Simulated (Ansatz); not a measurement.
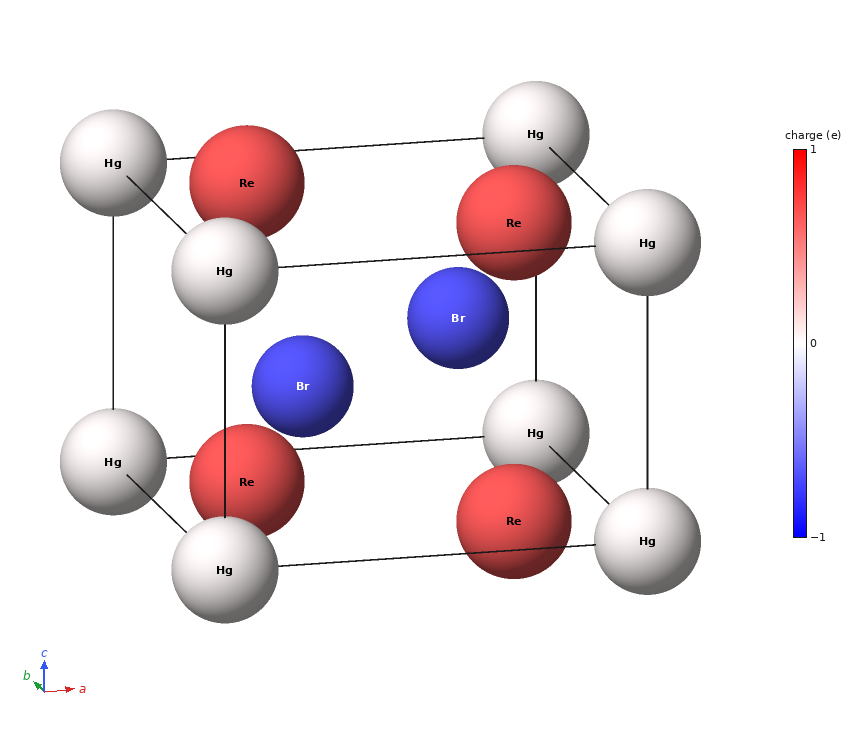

A spheres-only rendering, viewed slightly off an axis. The parallelepiped is the simulation cell. The atoms of this Re₂HgBr₂ cell are coloured by their Bader charge.

Computational set-up: DFT, PAW plane waves, HSE06 in Ansatz, E_cut = 420 eV, a 2×2×3 k-point grid, Methfessel-Paxton smearing of 0.16 eV, collinear spins. The state is antiferromagnetic. The pressure of the cell is 18 GPa.

Summarise the charge transfer.

Most positive: Re; most negative: Br. Charges: about Re +0.6 e; Hg 0.0 e; Br -0.7 e.

About the cell: it is a generated cell, made by putting these elements into a known structure type (the compound may or may not exist in this form), and it is unrelaxed. It was run through Ansatz as a DFT input.

At this level of theory the cell isn't at rest (compressed, at 18 GPa and forces up to 12.9 eV/Å), so its distances can differ from those at equilibrium, the more so the softer the solid, and its magnetic state may change on relaxation.
